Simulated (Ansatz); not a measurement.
AlZnH2OF: nudged elastic band

AlZnH2OF, computed with RKS B3LYP/def2-mTZVP (Ansatz 0.2.0).

It belongs to a series of runs on one base structure; here: band between the two ends. Figures and captions count atoms from 1; the log counts them from 0 in places.

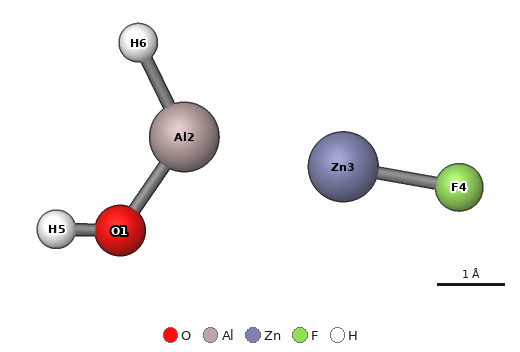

*The starting structure (ball-and-stick view, seen on its broad side; atoms are numbered from 1 in the order of the input). Sticks mark near contacts.*

### Results in brief

| quantity | value |
| --- | --- |
| outcome | converged |
| barrier, forward | 3.163 eV |
| barrier, backward | 1.136 eV |
| hardware | 2 threads of AMD EPYC (Zen 5), 16 GiB of memory available, shared host |
| wall time | 2.3 min (CPU time 4.4 min) |
| peak memory | 0.25 GiB |

### Remarks

The order of the saddle point was not checked.

### Input file
```yaml
crystal:
  periodic: [false, false, false]
  atoms:
    - { symbol: O, position_ang: [-1.286249, 1.058109, -0.561429] }
    - { symbol: Al, position_ang: [0.16114, 0.596123, 0.222775] }
    - { symbol: Zn, position_ang: [0.667266, -1.789709, 0.031295] }
    - { symbol: F, position_ang: [1.049692, -3.522972, -0.09851] }
    - { symbol: H, position_ang: [-1.614921, 1.963995, -0.571573] }
    - { symbol: H, position_ang: [1.023071, 1.694454, 0.977431] }
basis:
  gaussian: { orbitals: def2-mTZVP }
hamiltonian:
  xc: b3lyp
neb:
  order_check: false
  images: 5
  f_tol: 0.05
  max_iterations: 60
  final_atoms:
    - { symbol: O, position_ang: [-0.30824088, 1.42844529, -0.11605838] }
    - { symbol: Al, position_ang: [-1.71733564, -0.26819201, -0.45914276] }
    - { symbol: Zn, position_ang: [0.35951547, -1.87373054, -0.04318772] }
    - { symbol: F, position_ang: [1.77006618, -2.97492154, 0.25848234] }
    - { symbol: H, position_ang: [-0.66377384, 2.31398664, 0.05008138] }
    - { symbol: H, position_ang: [0.55976772, 1.37441216, 0.30981414] }
  initial_path:
    images:
      - { positions_ang: [[-1.286249, 1.058109, -0.561429], [0.16114, 0.596123, 0.222775], [0.667266, -1.789709, 0.031295], [1.049692, -3.522972, -0.09851], [-1.614921, 1.963995, -0.571573], [1.023071, 1.694454, 0.977431]] }
      - { positions_ang: [[-1.11853697, 1.1629164, -0.43540454], [0.21736393, 0.50165854, 0.27096253], [0.50456796, -1.86942093, -0.06682807], [1.16354081, -3.43317876, -0.0303122], [-1.54722565, 1.98200116, -0.54196768], [0.78028892, 1.6560236, 0.80353896]] }
      - { positions_ang: [[-0.95082495, 1.2677238, -0.30938008], [0.27358786, 0.40719407, 0.31915006], [0.34186993, -1.94913287, -0.16495114], [1.27738962, -3.34338552, 0.0378856], [-1.47953031, 2.00000732, -0.51236236], [0.53750685, 1.61759319, 0.62964692]] }
      - { positions_ang: [[-0.78311292, 1.3725312, -0.18335562], [0.32981178, 0.31272961, 0.36733759], [0.17917189, -2.0288448, -0.26307421], [1.39123844, -3.25359228, 0.1060834], [-1.41183496, 2.01801348, -0.48275705], [0.29472477, 1.57916279, 0.45575489]] }
      - { positions_ang: [[-0.62482224, 1.39116923, -0.16092321], [-0.35257069, 0.11908907, 0.09184414], [0.23928642, -1.97714005, -0.18977872], [1.51751435, -3.16070203, 0.15688305], [-1.16248126, 2.1166712, -0.30514424], [0.38307242, 1.51091258, 0.40710797]] }
      - { positions_ang: [[-0.46653156, 1.40980726, -0.13849079], [-1.03495317, -0.07455147, -0.18364931], [0.29940094, -1.92543529, -0.11648322], [1.64379026, -3.06781179, 0.2076827], [-0.91312755, 2.21532892, -0.12753143], [0.47142007, 1.44266237, 0.35846106]] }
      - { positions_ang: [[-0.30824088, 1.42844529, -0.11605838], [-1.71733564, -0.26819201, -0.45914276], [0.35951547, -1.87373054, -0.04318772], [1.77006618, -2.97492154, 0.25848234], [-0.66377384, 2.31398664, 0.05008138], [0.55976772, 1.37441216, 0.30981414]] }
```

Launch command:
```bash
ansatz run input.yaml --threads 2 --pin off --max-ram 3072MiB --backend cpu --events-out ev --progress --plain --runs-dir out
```

### What the program printed
```
Engine: ansatz 0.2.0, x86_64-unknown-linux-gnu
Functional definition: B3LYP
  parameter a0 = 0.2
  parameter ax = 0.72
  parameter ac = 0.81
  exchange = (1 - a0 - ax)*slater_x + ax*b88_x + a0*exact_x
  correlation = (1 - ac)*vwn_rpa_c + ac*lyp_c
1052 factors; integrals over basis functions are off by at most 4.7e-4 eV
mean field evaluation 1: about -59809.3812 eV, gradient 8.3e1 eV
mean field evaluation 2: about -59738.0008 eV, gradient 2.1e2 eV
mean field evaluation 4: about -59819.2959 eV, gradient 1.9e1 eV
mean field evaluation 8: about -59819.7125 eV, gradient 6.5e-1 eV
mean field evaluation 16: about -59819.7135 eV, gradient 1.7e-5 eV
mean field -59819.71347050 eV, -2198.3339227827 hartree, gradient 1.7e-5 eV, S^2 0.000000; 0 other end points of the search recorded, 0 dependent functions left out
the calculation of the forces begins
reference -59819.71372963 eV, -2198.3339323058 hartree; 31, 31 occupied and 73, 73 virtual orbitals, 1052 factors
1052 factors; integrals over basis functions are off by at most 8.7e-4 eV
mean field evaluation 32: about -59817.6862 eV, gradient 8.4e-4 eV
mean field -59817.68615950 eV, -2198.2594204777 hartree, gradient 6.2e-5 eV, S^2 0.000000; 0 other end points of the search recorded, 0 dependent functions left out
[... from here on the field's lines of each further geometry are left out, up to the last ...]
NEB iter   1: max|band force component| = 2.755e1 eV/Å  barrier→ = 9.5208 eV  barrier← = 7.4935 eV  Δτ_max = 0.1978 Å  (205 SCF iters)
NEB iter   2: max|band force component| = 1.078e1 eV/Å  barrier→ = 5.9262 eV  barrier← = 3.8989 eV  Δτ_max = 0.1982 Å  (167 SCF iters)
NEB iter   3: max|band force component| = 5.204e0 eV/Å  barrier→ = 4.3937 eV  barrier← = 2.3664 eV  Δτ_max = 0.2000 Å  (163 SCF iters)
NEB iter   4: max|band force component| = 2.084e0 eV/Å  barrier→ = 3.3273 eV  barrier← = 1.3000 eV  Δτ_max = 0.2000 Å  (167 SCF iters)
NEB iter   5: max|band force component| = 2.718e0 eV/Å  barrier→ = 2.9006 eV  barrier← = 0.8733 eV  Δτ_max = 0.1006 Å  (167 SCF iters)
NEB iter   6: max|band force component| = 2.300e0 eV/Å  barrier→ = 2.7340 eV  barrier← = 0.7067 eV  Δτ_max = 0.1005 Å  (162 SCF iters)
NEB iter   7: max|band force component| = 1.505e0 eV/Å  barrier→ = 2.7132 eV  barrier← = 0.6859 eV  Δτ_max = 0.1982 Å  (163 SCF iters)
NEB iter   8: max|band force component| = 1.900e0 eV/Å  barrier→ = 3.1688 eV  barrier← = 1.1415 eV  Δτ_max = 0.2000 Å  (163 SCF iters)
NEB iter   9: max|band force component| = 2.143e0 eV/Å  barrier→ = 3.9292 eV  barrier← = 1.9019 eV  Δτ_max = 0.0993 Å  (170 SCF iters)
NEB iter  10: max|band force component| = 1.304e0 eV/Å  barrier→ = 3.9165 eV  barrier← = 1.8892 eV  Δτ_max = 0.1002 Å  (160 SCF iters)
NEB iter  11: max|band force component| = 1.014e0 eV/Å  barrier→ = 3.6131 eV  barrier← = 1.5858 eV  Δτ_max = 0.2000 Å  (161 SCF iters)
NEB iter  12: max|band force component| = 1.520e0 eV/Å  barrier→ = 2.9483 eV  barrier← = 0.9210 eV  Δτ_max = 0.0995 Å  (172 SCF iters)
NEB iter  13: max|band force component| = 1.672e0 eV/Å  barrier→ = 3.1897 eV  barrier← = 1.1624 eV  Δτ_max = 0.0973 Å  (163 SCF iters)
NEB iter  14: max|band force component| = 1.510e0 eV/Å  barrier→ = 3.3453 eV  barrier← = 1.3180 eV  CI = image 3  Δτ_max = 0.1935 Å  (161 SCF iters)
NEB iter  15: max|band force component| = 7.242e-1 eV/Å  barrier→ = 3.4178 eV  barrier← = 1.3905 eV  CI = image 3  Δτ_max = 0.1980 Å  (161 SCF iters)
NEB iter  16: max|band force component| = 3.897e-1 eV/Å  barrier→ = 3.3299 eV  barrier← = 1.3026 eV  CI = image 3  Δτ_max = 0.1974 Å  (158 SCF iters)
NEB iter  17: max|band force component| = 2.802e-1 eV/Å  barrier→ = 3.2658 eV  barrier← = 1.2385 eV  CI = image 3  Δτ_max = 0.1974 Å  (157 SCF iters)
NEB iter  18: max|band force component| = 3.656e-1 eV/Å  barrier→ = 3.2361 eV  barrier← = 1.2088 eV  CI = image 3  Δτ_max = 0.1027 Å  (158 SCF iters)
NEB iter  19: max|band force component| = 5.036e0 eV/Å  barrier→ = 3.2228 eV  barrier← = 1.1955 eV  CI = image 3  Δτ_max = 0.0499 Å  (162 SCF iters)
NEB iter  20: max|band force component| = 2.558e0 eV/Å  barrier→ = 3.2136 eV  barrier← = 1.1863 eV  CI = image 3  Δτ_max = 0.0993 Å  (163 SCF iters)
NEB iter  21: max|band force component| = 6.144e-1 eV/Å  barrier→ = 3.1922 eV  barrier← = 1.1649 eV  CI = image 3  Δτ_max = 0.1988 Å  (161 SCF iters)
NEB iter  22: max|band force component| = 2.498e-1 eV/Å  barrier→ = 3.1779 eV  barrier← = 1.1506 eV  CI = image 3  Δτ_max = 0.1992 Å  (159 SCF iters)
NEB iter  23: max|band force component| = 2.853e-1 eV/Å  barrier→ = 3.1707 eV  barrier← = 1.1434 eV  CI = image 3  Δτ_max = 0.1003 Å  (163 SCF iters)
NEB iter  24: max|band force component| = 3.196e-1 eV/Å  barrier→ = 3.1665 eV  barrier← = 1.1392 eV  CI = image 3  Δτ_max = 0.0506 Å  (163 SCF iters)
NEB iter  25: max|band force component| = 2.657e-1 eV/Å  barrier→ = 3.1643 eV  barrier← = 1.1370 eV  CI = image 3  Δτ_max = 0.0500 Å  (165 SCF iters)
NEB iter  26: max|band force component| = 2.161e-1 eV/Å  barrier→ = 3.1637 eV  barrier← = 1.1364 eV  CI = image 3  Δτ_max = 0.0501 Å  (157 SCF iters)
NEB iter  27: max|band force component| = 1.214e-1 eV/Å  barrier→ = 3.1635 eV  barrier← = 1.1362 eV  CI = image 3  Δτ_max = 0.0999 Å  (142 SCF iters)
NEB iter  28: max|band force component| = 6.367e-2 eV/Å  barrier→ = 3.1634 eV  barrier← = 1.1361 eV  CI = image 3  Δτ_max = 0.0997 Å  (143 SCF iters)
NEB iter  29: max|band force component| = 8.391e-2 eV/Å  barrier→ = 3.1634 eV  barrier← = 1.1360 eV  CI = image 3  Δτ_max = 0.0499 Å  (140 SCF iters)
the calculation of the forces begins
reference -59817.54366187 eV, -2198.2541837865 hartree; 31, 31 occupied and 73, 73 virtual orbitals, 1052 factors
1052 factors; integrals over basis functions are off by at most 8.4e-4 eV
mean field -59816.55012674 eV, -2198.2176720439 hartree, gradient 2.1e-5 eV, S^2 0.000000; 1 other end points of the search recorded, 0 dependent functions left out
the calculation of the forces begins
reference -59816.55037980 eV, -2198.2176813435 hartree; 31, 31 occupied and 73, 73 virtual orbitals, 1052 factors
NEB iter  30: max|band force component| = 4.438e-2 eV/Å  barrier→ = 3.1633 eV  barrier← = 1.1360 eV  CI = image 3  Δτ_max = 0.0000 Å  (335 SCF iters)
```

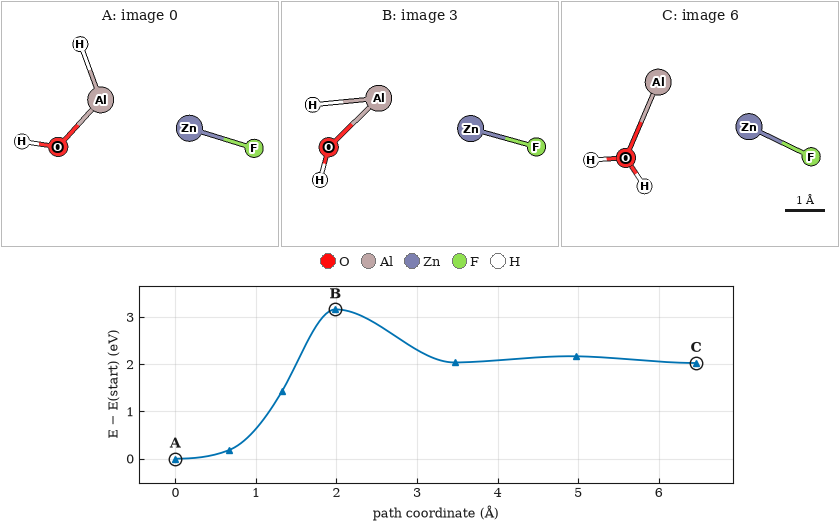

*Images of the last band (counted from 0; ball-and-stick, seen on its broad side) above the energy along the path; the line is a cubic interpolation that uses the forces.*

The highest image is number 3, 3.163 eV above the start and 1.136 eV above the end (the climbing image); the end lies 2.027 eV above the start. The path is 6.46 Å long. The band converged in 30 iterations.

```
Total energy: -59816.55037980 eV, -2198.2176813435 hartree
Atom 0 at    -0.433888     1.606319    -0.439053 Å, force    -0.000655    -0.001747    -0.001417 eV/Å
Atom 1 at     0.404697     0.450373     0.798625 Å, force    -0.001849     0.001019     0.000798 eV/Å
Atom 2 at     0.715994    -1.965861     0.068645 Å, force     0.000471    -0.001385    -0.000583 eV/Å
Atom 3 at     0.960548    -3.689013    -0.360465 Å, force    -0.000010     0.001396     0.000018 eV/Å
Atom 4 at    -1.309974     1.569082    -0.869938 Å, force     0.000755     0.000255     0.000940 eV/Å
Atom 5 at    -0.337378     2.029100     0.802174 Å, force     0.001288     0.000463     0.000244 eV/Å
Dipole moment:    -0.397145     0.691454     0.025456 e Å
this run last wrote the band of iteration 30 to [file]
```

### The last band as extended XYZ (Å, eV, eV/Å)
```
6
Properties=species:S:1:pos:R:3:forces:R:3 image=0 energy=-59819.71347
O    -1.2862    1.0581   -0.5614    0.0001   0.0017   0.0006
Al    0.1611    0.5961    0.2228    0.0005  -0.0022  -0.0002
Zn    0.6673   -1.7897    0.0313   -0.0015   0.0062   0.0005
F     1.0497   -3.5230   -0.0985    0.0010  -0.0075  -0.0011
H    -1.6149    1.9640   -0.5716    0.0005  -0.0015  -0.0001
H     1.0231    1.6945    0.9774   -0.0006   0.0033   0.0003
6
Properties=species:S:1:pos:R:3:forces:R:3 image=1 energy=-59819.53469
O    -1.0297    0.9940   -0.6983   -0.3123  -0.3428  -0.0775
Al    0.3468    0.6562    0.2540   -0.2123   0.0248  -0.0695
Zn    0.7717   -1.7814    0.0431    0.0317   0.1524   0.0208
F     0.7826   -3.5546   -0.1734    0.0629   0.1565   0.0374
H    -1.6250    1.7080   -0.4505    0.0170   0.2071  -0.1692
H     0.7536    1.9779    1.0252    0.4129  -0.1980   0.2580
6
Properties=species:S:1:pos:R:3:forces:R:3 image=2 energy=-59818.28361
O    -0.6675    1.2977   -0.7010   -0.4058  -1.2440  -1.2713
Al    0.4424    0.6223    0.4304   -1.0139   0.4698  -0.5523
Zn    0.7574   -1.8978    0.0658    0.1864   0.3273   0.1771
F     0.8122   -3.6622   -0.2529   -0.0122   0.3259   0.0580
H    -1.5770    1.5459   -0.5300   -0.1112   0.2080  -0.0595
H     0.2325    2.0941    0.9877    1.3567  -0.0869   1.6480
6
Properties=species:S:1:pos:R:3:forces:R:3 image=3 energy=-59816.55013
O    -0.4339    1.6063   -0.4391   -0.0007  -0.0017  -0.0014
Al    0.4047    0.4504    0.7986   -0.0018   0.0010   0.0008
Zn    0.7160   -1.9659    0.0686    0.0005  -0.0014  -0.0006
F     0.9605   -3.6890   -0.3605    0.0000   0.0014   0.0000
H    -1.3100    1.5691   -0.8699    0.0008   0.0003   0.0009
H    -0.3374    2.0291    0.8022    0.0013   0.0005   0.0002
6
Properties=species:S:1:pos:R:3:forces:R:3 image=4 energy=-59817.67513
O    -0.2382    1.4748    0.0218    0.0058  -0.0436   0.0100
Al   -0.8879   -0.1019    1.4795    0.0086   0.0118   0.0072
Zn    0.4313   -1.9052    0.0507    0.0150  -0.0041  -0.0057
F     1.3923   -3.1987   -0.7852   -0.0246   0.0207  -0.0069
H    -0.0875    1.3743   -0.9303    0.0414  -0.0224   0.0095
H    -0.6100    2.3568    0.1634   -0.0462   0.0376  -0.0140
6
Properties=species:S:1:pos:R:3:forces:R:3 image=5 energy=-59817.54341
O    -0.0601    1.4756   -0.0718   -0.0008  -0.0050  -0.0046
Al   -1.6326   -0.3458    0.2524   -0.0032   0.0005  -0.0084
Zn    0.3873   -2.0237    0.0157    0.0035  -0.0029   0.0006
F     1.7570   -3.1923   -0.1934   -0.0023   0.0069   0.0076
H    -0.4442    2.0698   -0.7353   -0.0146   0.0126   0.0097
H    -0.0074    2.0164    0.7324    0.0174  -0.0122  -0.0049
6
Properties=species:S:1:pos:R:3:forces:R:3 image=6 energy=-59817.68616
O    -0.3082    1.4284   -0.1161   -0.0041  -0.0027  -0.0037
Al   -1.7173   -0.2682   -0.4591    0.0049   0.0024   0.0018
Zn    0.3595   -1.8737   -0.0432   -0.0019  -0.0021  -0.0015
F     1.7701   -2.9749    0.2585    0.0009  -0.0010   0.0008
H    -0.6638    2.3140    0.0501    0.0000   0.0016   0.0015
H     0.5598    1.3744    0.3098    0.0002   0.0017   0.0011
```
